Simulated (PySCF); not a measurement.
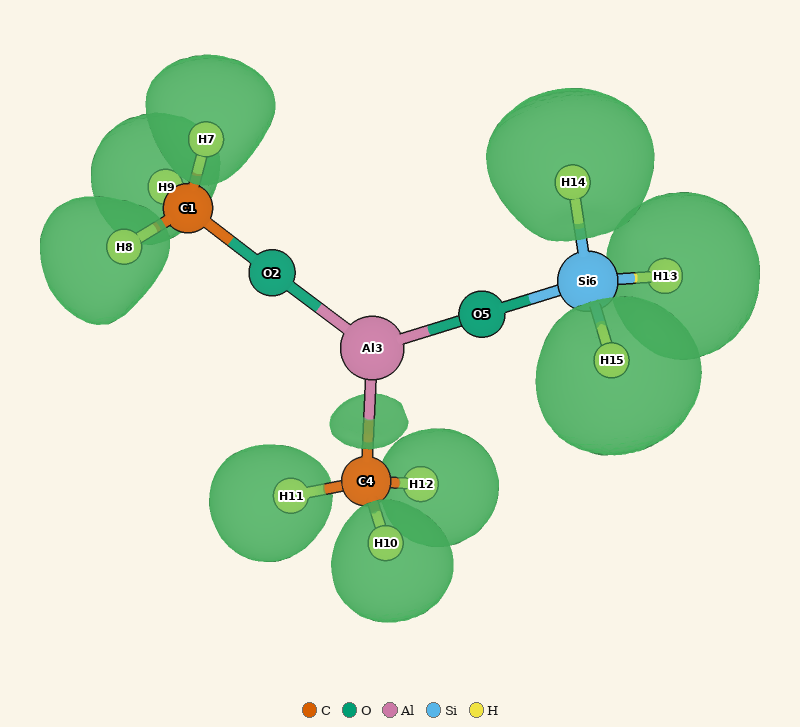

C2H9AlO2Si (SMILES C[O][Al]([CH3])[O][SiH3]). Isosurface of the ELF at 0.9 (green), seen at a tilt. Only the valence region is drawn (cores and ρ < 0.01 e/Å³ removed).

Geometry: GFN2-xTB.

Level of theory: PBE0/pcSseg-1, SCF density, gas phase, non-relativistic (PySCF 2.14.0).

```xyz
15

C     2.2903    1.6229   -0.8918
O     1.3166    0.6926   -0.5240
Al    0.1526   -0.3915   -0.0836
C     0.4601   -2.3463   -0.2898
O    -1.3198    0.1264    0.5516
Si   -2.7382    0.6273    1.1669
H     1.9335    2.6398   -0.7110
H     2.5265    1.5142   -1.9536
H     3.2008    1.4585   -0.3094
H    -0.3136   -2.7976   -0.9095
H     1.4279   -2.5534   -0.7421
H     0.4202   -2.8499    0.6753
H    -2.8358    0.0693    2.5182
H    -2.7361    2.0913    1.1908
H    -3.7894    0.1045    0.2900
```

Question: What do the ELF domains correspond to?

Answer: The ELF exceeds this value in one region between bonded Al–C atoms (shared pairs) and nine regions around hydrogen nuclei.

Values along the shortest contacts:
C–O (1.40 Å): the ELF peaks at about 0.90 between the atoms (a polar covalent bond). Si–O (1.63 Å): the ELF peaks at about 0.85 between the atoms, as expected for a polar covalent bond.
